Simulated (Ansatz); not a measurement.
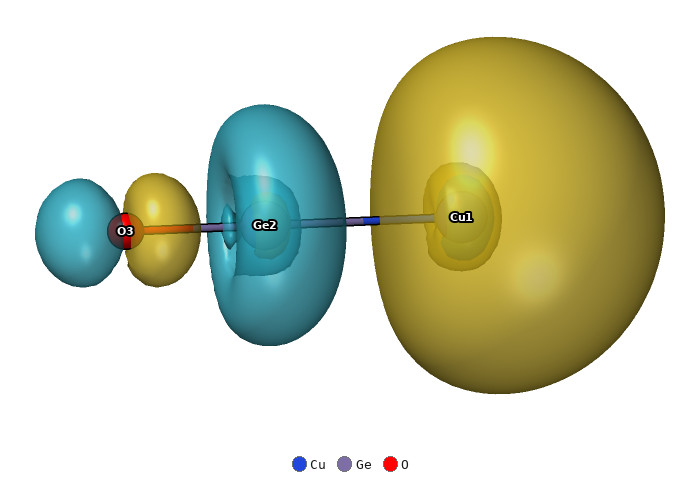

The picture shows: CuGeO (SMILES [O]=[Ge+][Cu]) (charge +1). One frontier orbital at ±0.08 Å⁻³ᐟ² (yellow and cyan are the two phases), seen from one side.

Geometry: r2SCAN-D4/def2-TZVP.

Computed with Ansatz 0.2.0, isolated molecule in a Gaussian basis; Kohn-Sham density functional theory, functional PBE0.

Q: Which orbital is it: HOMO or LUMO?

A: The LUMO, at −8.66 eV. By Hirshfeld shares it lies mainly on Cu1 (about 80 %), Ge2 (about 15 %) and O3 (about 5 %); it is of σ type.
